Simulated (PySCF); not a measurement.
Input file:

```
{"job": {"kind": "inter", "xc": "wB97M-D3(BJ)", "basis": "def2-TZVPD", "pairs": false}, "charge": 1, "multiplicity": 1, "parts": [{"atoms": "0-0", "charge": 1, "multiplicity": 1}, {"atoms": "1-6", "charge": 0, "multiplicity": 1}]}
K     -0.052910    -0.098892     0.539318
C      4.912225    -0.889612    -0.979514
C      3.548982    -0.666331    -0.560132
N      2.464657    -0.487803    -0.226217
H      5.594619    -0.360991    -0.311840
H      5.137037    -1.957076    -0.950432
H      5.049791    -0.521673    -1.997644
```

Run with:

```sh
OMP_NUM_THREADS=1 python cluster_run.py task.json out
```

Geometry: PBE0-D3(BJ)/def2-TZVPD.

Computed with PySCF 2.14.0, wB97M-D3(BJ)/def2-TZVPD, SCF density, gas phase.

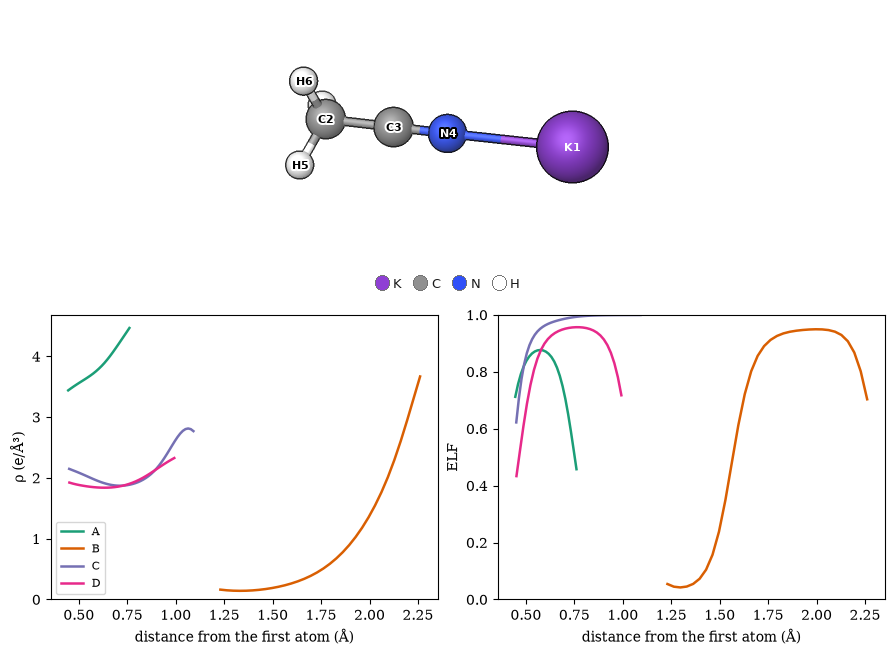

C2H3KN (charge +1). Total electron density and ELF along straight lines between neighbouring atoms. The curves leave out the atomic cores. The structure is drawn too.

Which curve belongs to which contact (C–C, C–H, C–N and K–N)? The first atom named is at distance zero.

Answer. Curve A: C–N (1.15 Å): the density is about 3.7 e/Å³ at the midpoint; the ELF peaks at about 0.90 between the atoms; a multiple bond. Curve B: K–N (2.66 Å): ρ is about 0.14 e/Å³ halfway; the ELF is about 0.05 at the midpoint; a closed-shell, largely ionic contact. Curve C: C–H (1.09 Å): the density is about 2 e/Å³ at the midpoint; the ELF climbs to about 1 towards the hydrogen, as it does in any bond to H (a covalent bond by its length). Curve D: C–C (1.44 Å): ρ is about 1.9 e/Å³ halfway; the ELF peaks at about 0.95 between the atoms (localised, covalent bonding).
